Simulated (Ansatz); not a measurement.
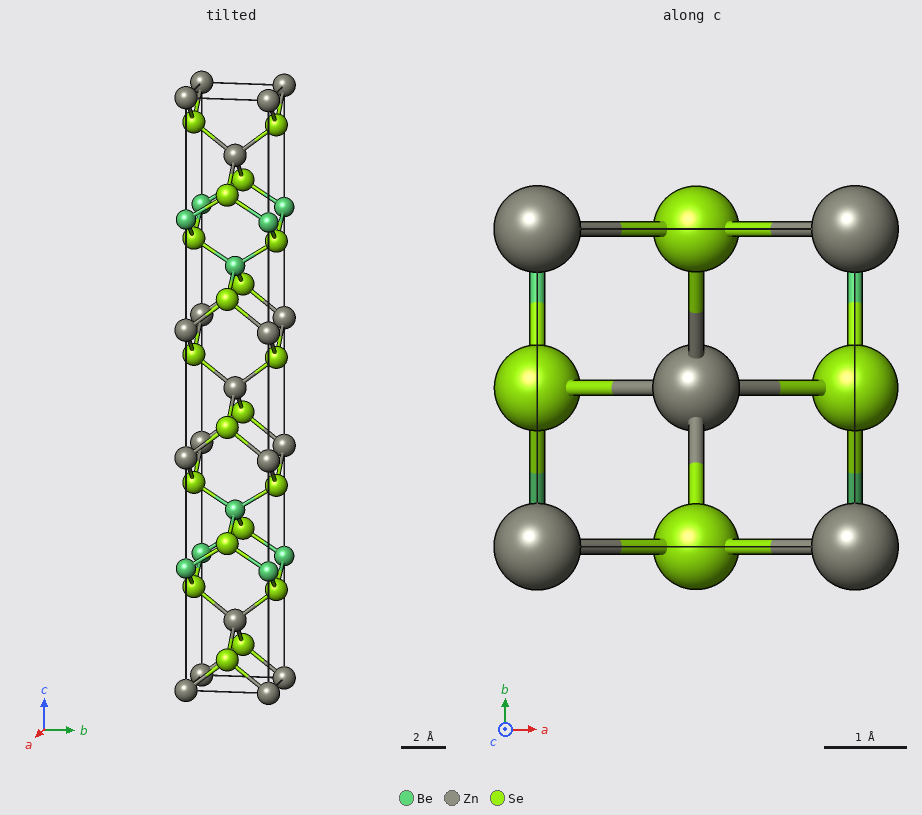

Crystal structure, ball-and-stick style, seen slightly off an axis and along the c axis. The outline marks the conventional unit cell.

Be2Zn3Se5, space group I-4m2 (No. 119), a = 3.878 Å, b = 3.878 Å, c = 27.863 Å, α = 90.00°, β = 90.00°, γ = 90.00°. Starting structure: a structure type filled with these elements by a generator (whether the compound takes this form wasn't checked). Earlier steps of the study, as a rule a relaxation of our own, may have changed the cell and positions, so they can lie some per cent off the listed ones. Ansatz was used for an electronic-structure calculation on it.

This one geometry was computed with Ansatz (DFT, plane waves, PAW) at three levels of theory: PBE, PBEsol and r2SCAN.

### Which level gives the highest pressure at this volume, and what does that say about its equilibrium volume?

Highest: PBE (0.0 GPa), which points to the largest equilibrium volume. Lowest, with the smallest volume: PBEsol (-2.8 GPa). Levels within 0.5 GPa of each other can't be told apart.

### How does the band gap change with the level of theory?

PBEsol: a gap of 1.76 eV, direct; PBE: a gap of 1.87 eV, direct; r2SCAN: a gap of 2.44 eV, direct.

### Collect the results in a table.

| level | cutoff (eV) | k-mesh of the run's cell | gap (eV) | pressure (GPa) |
| --- | --- | --- | --- | --- |
| PBE | 420 | 10×10×10 | 1.87 | 0.0 |
| PBEsol | 420 | 10×10×10 | 1.76 | -2.8 |
| r2SCAN | 500 | 10×10×10 | 2.44 | -1.7 |

Gaps are taken on the k-mesh or band path of each run.
